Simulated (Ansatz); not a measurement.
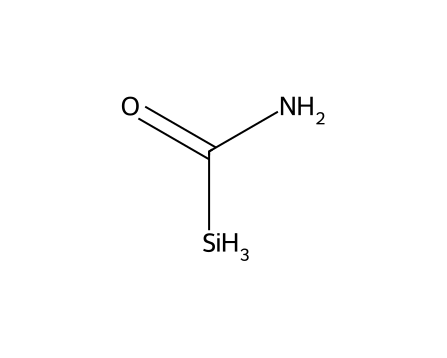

Computed geometry: PBE-D4/def2-SVP optimisation. No frequency run is at hand to confirm it as a minimum. Level of theory: RKS PBE-D4/def2-SVP (Ansatz 0.2.0).

What does the calculation give?

The species is CH5NOSi (`NC(=O)[SiH3]`).
- dipole moment: 3.41 D
- dispersion correction: −15.1 kJ/mol
